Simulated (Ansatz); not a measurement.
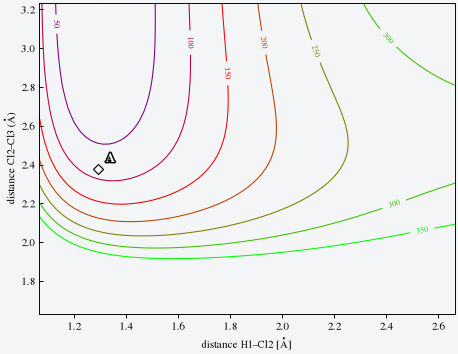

The system H⁻ + Cl₂. Coordinates scanned: (1) distance H1–Cl2; (2) distance Cl2–Cl3. Nothing is relaxed (the angle H1–Cl2–Cl3 is fixed at 180 degrees). The grid has 10 × 10 points. Points are written as (first, second). Energies are in kJ/mol, from the lowest grid point. The restricted reference is unstable at some or all points, so the energies there are unreliable. Level of theory: Ansatz, RHF-CCSD(T), frozen core/def2-TZVPD.

In the figure: contour lines labelled in kJ/mol (none above 350), the point A. Between grid points the surface is interpolated.

### Which way does the force act at A, and how strong is it?

A, at (1.290 Å, 2.377 Å), is not a stationary point. The computed force is 110 kJ/mol for each Å towards larger values of distance H1–Cl2 and 310 kJ/mol for each Å towards larger values of distance Cl2–Cl3.
